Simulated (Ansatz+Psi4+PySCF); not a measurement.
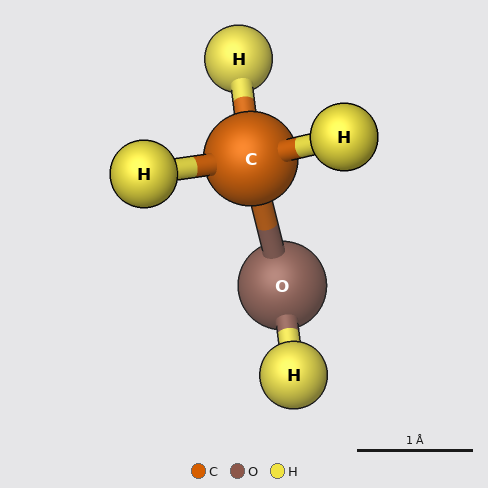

The species is neutral and a spin singlet. Geometry: a fixed input geometry, not necessarily a minimum. Basis: cc-pVTZ. Computed at fixed atoms with Ansatz, Psi4. R, U and RO name restricted, unrestricted and restricted open-shell orbitals; core potentials come with def2 and Stuttgart sets past Kr, some runs use density fitting (about 1 meV), and each entry rests on the lowest determinant that the runs found.

```xyz
6
charge 0, multiplicity 1
C    -0.0464    0.6631    0.0000
O    -0.0464   -0.7551    0.0000
H    -1.0870    0.9759    0.0000
H     0.8606   -1.0570    0.0000
H     0.4381    1.0716    0.8895
H     0.4381    1.0716   -0.8895
```

Give total energies (hartree) and correlation energies for R-CCSD(T) (2 frozen); R-MP2 (2 frozen); RHF.

| method | energy (Eh) | correlation (mEh) |
| --- | --- | --- |
| RHF | -115.0895 | – |
| R-MP2 (2 frozen) | -115.5174 | -427.9 |
| R-CCSD(T) (2 frozen) | -115.5507 | -461.2 |
